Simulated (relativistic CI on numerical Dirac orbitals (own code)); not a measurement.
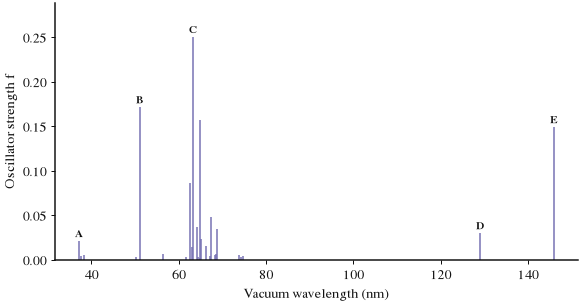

Computed spectrum: absorption lines from the lowest level (oscillator strengths f) of an atom or ion with 69 electrons. Level of the calculation: Dirac CI, KLI exchange-only orbitals, Breit term, model QED, valence Slater integrals scaled by 0.85, a P86 correlation estimate for each configuration (in-house radial CI code).

Levels without a good LS label are named by their open jj subshells in square brackets.

Which ion is it, and what are the lettered lines?

Hf³⁺. A: 4f¹⁴ 5p⁵ 5d² [(5p₃/₂)³ (5d₃/₂)²] J = 3/2 ← 4f¹⁴ 5p⁶ 5d ²D₃/₂, 37.16 nm, f = 0.022; B: 4f¹⁴ 5p⁶ 6f ²F°₅/₂ ← 4f¹⁴ 5p⁶ 5d ²D₃/₂, 51.07 nm, f = 0.17; C: 4f¹³ 5p⁶ 5d² J = 5/2 (odd, mixed, level 83) ← 4f¹⁴ 5p⁶ 5d ²D₃/₂, 63.26 nm, f = 0.25; D: 4f¹⁴ 5p⁶ 6p ²P°₃/₂ ← 4f¹⁴ 5p⁶ 5d ²D₃/₂, 129.0 nm, f = 0.030; E: 4f¹⁴ 5p⁶ 6p ²P°₁/₂ ← 4f¹⁴ 5p⁶ 5d ²D₃/₂, 145.9 nm, f = 0.15.

Note: near-neutral ion: configurations can be misplaced by up to about 10000 cm⁻¹, over 20000 where the f count changes; rates and lifetimes follow the computed energies and can be off by orders of magnitude; the fine structure of a weakly bound d or f electron outside closed shells is too small or inverted; only a limited list of configurations is included, so lower levels can be missing; only lines among the lowest 265 of 627 levels are drawn, so those from 4f¹⁴ 5p⁵ 5d² are incomplete.
